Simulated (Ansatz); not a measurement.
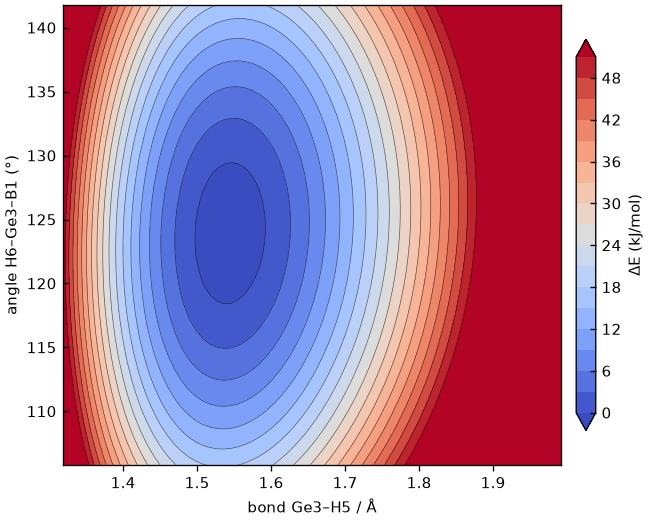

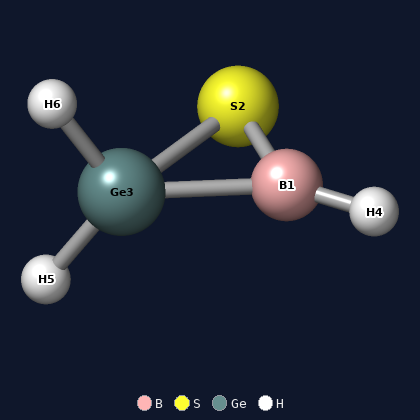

Energy landscape of BGeH3S, SMILES [BH]1[S][GeH2]1. Two internal coordinates are moved rigidly from the geometry relaxed at PBE0-D4/def2-TZVP, all others fixed. First axis: bond Ge3–H5. Second axis: angle H6–Ge3–B1. The scan uses a 7 × 7 grid. Points are written as (first, second). All energies are given in kJ/mol relative to the lowest grid point. These are results of RKS PBE-D4/def2-TZVPP in Ansatz, not measurements.

The picture shows filled contours, one colour for all values above the top of the scale. Between grid points the surface is interpolated. The second picture is the structure at the lowest point.

### Where are the wells?

The lowest grid point is at (1.592 Å, 123.8°). The bottom of the well lies between grid points, at about (1.544 Å, 124°), about 1.8 kJ/mol lower on the interpolated surface. No other kind of well shows on this grid. The highest grid point, (1.992 Å, 105.8°), lies 104 kJ/mol above the lowest. Round the minimum the two coordinates are weakly coupled (coupling −0.07 in units of the two stiffnesses).
